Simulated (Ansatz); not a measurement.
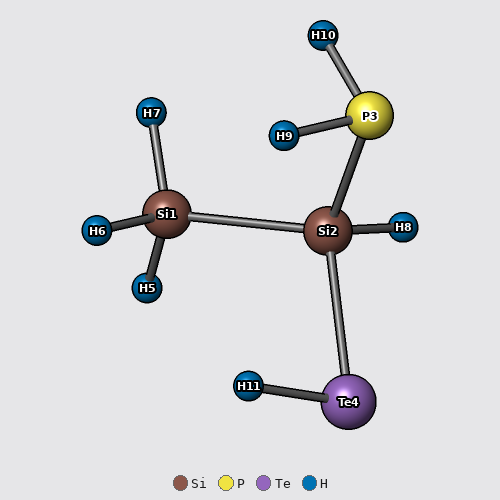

The system is H7PSi2Te, SMILES [SiH3][SiH](P)[TeH]; the picture shows the reference structure. First axis: bond length Si2–Te4. Second axis: dihedral Si1–Si2–Te4–H11. Nothing is relaxed (all other coordinates rigid). Grid: 9 × 9 points. Points are written as (first, second). Energies are in kJ/mol, from the lowest grid point. The reference is spin-restricted, which grows unreliable where a bond is stretched far. Theory: RKS B3LYP-D4/def2-SVP in Ansatz.

Its coordinates:

```xyz
11

Si   -1.0288    1.2355    0.4489
Si    0.1391   -0.2739   -0.9188
P     2.3078   -0.6179   -0.2871
Te   -1.0828   -2.4958   -0.9508
H    -2.4076    1.4734   -0.0686
H    -1.1102    0.6434    1.8170
H    -0.3003    2.5377    0.5328
H     0.1360    0.1609   -2.3471
H     1.9418   -0.9297    1.0599
H     2.5566    0.7616    0.0130
H    -1.0861   -2.5522    0.7213
```

Range: bond length Si2–Te4 from 2.079 to 3.804 Å; dihedral Si1–Si2–Te4–H11 from −180 to 140°.

> Predict the map.

The lowest grid point is at (2.511 Å, −60°). The highest grid point, (3.804 Å, 60°), lies 204 kJ/mol above the lowest. Round the minimum the two coordinates are nearly uncoupled.

```
dihedral Si1–Si2–Te4–H11 ↓, bond length Si2–Te4 →  2.079  2.295  2.511  2.726  2.942  3.157  3.373  3.588  3.804
                                              140    193     44      4     16     49     88    129    169    204
                                              100    197     47      6     17     50     88    130    169    204
                                               60    194     46      6     17     50     89    130    169    204
                                               20    197     47      6     17     50     88    130    169    204
                                              −20    190     41      2     15     48     87    129    168    204
                                              −60    181     37      0     13     47     87    129    168    204
                                             −100    195     45      5     16     49     88    130    169    204
                                             −140    197     48      7     18     50     89    130    169    204
                                             −180    188     42      4     16     49     88    130    169    204
```

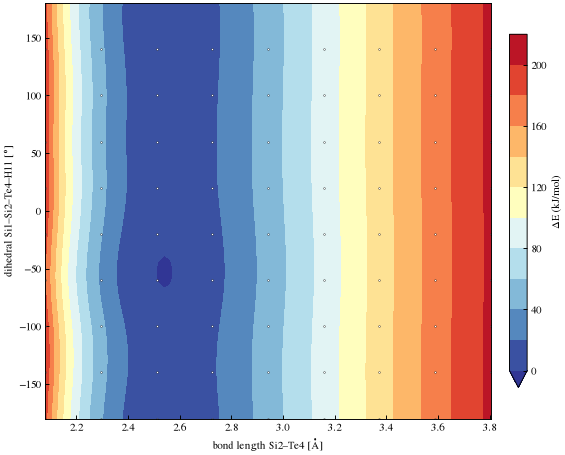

Drawn: filled contours, dots at the grid points. Between grid points the surface is interpolated.

Each point was launched as `ansatz run input.yaml --threads 1 --pin off --max-ram 2560MiB --backend cpu --events-out ev --progress --plain --runs-dir out`. The whole map (81 points run) took 13 min on 1 thread of Arm Neoverse V1, with other jobs on the host.
